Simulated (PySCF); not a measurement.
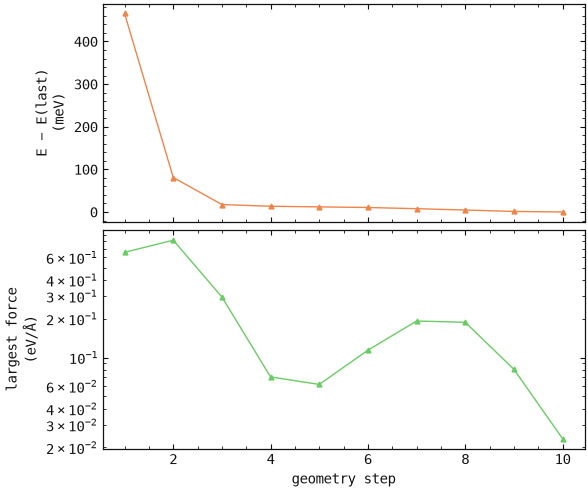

History of a geometry optimisation. The run: H₁₀O₂Si₄ (SMILES [SiH3]O[SiH2][SiH2]O[SiH3]), by PBE0-D3(BJ)/def2-SVP, geometry optimisation in PySCF.

The optimisation met its thresholds at geometry 10, counting the start as the first. The energy fell by about 470 meV from the first step to the last. The largest force goes from about 0.66 eV/Å at the start to 0.023 eV/Å at the end.
